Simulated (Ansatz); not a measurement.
Base system: CaF$_{2}$ in the fluorite structure (space group Fm-3m, No. 225; a = 5.421 Å).

Modification: electron doping at 1.0×10^22 cm⁻³ (0.398 per cell), with a uniform compensating background at fixed cell and a 300 K Fermi–Dirac width.

The values are results of DFT with PBEsol, PAW potentials and a 420 eV plane-wave cutoff in Ansatz (an electronic-structure program), no SOC, not measurements.

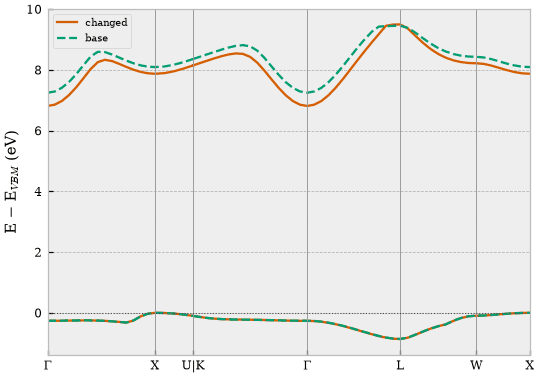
Figure: Highest valence and lowest conduction band along the path, each from its own valence-band maximum

The gap is 6.81 eV, indirect, X → Γ; the base has 7.25 eV.

Carriers are added with a uniform compensating background; total energy and stress of such cells depend on the potential's zero and are not compared; many-body gap narrowing is missing at this level. Stability against distortions was not tested.
